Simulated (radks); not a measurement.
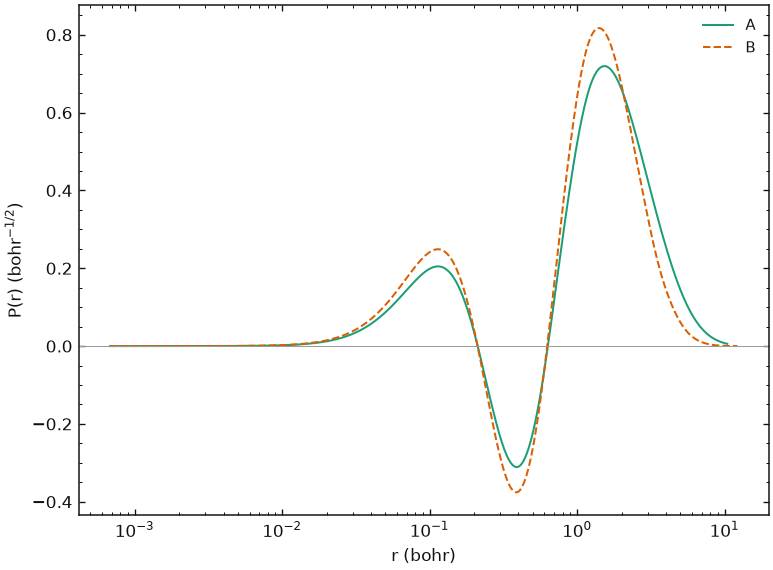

A free W atom was computed in two configurations: [Xe] 4f13 5d4 6p3 (high spin); [Xe] 4f14 5d5 6s1 (high spin). Level of theory: scalar-relativistic Kohn-Sham, SCAN, spin-polarised, spherical densities, finite nucleus. Computed with the in-house radial solver radks.

The plot shows P(r) = r R(r) of the 5d up orbital in both runs (large components where relativistic).

Assign A and B.

A is [Xe] 4f14 5d5 6s1 (high spin) (⟨r⟩ = 2.15 bohr, eigenvalue −4.22 eV); B is [Xe] 4f13 5d4 6p3 (high spin) (⟨r⟩ = 1.78 bohr, eigenvalue −12.3 eV). The orbital is smaller where the other electrons screen the nucleus less.
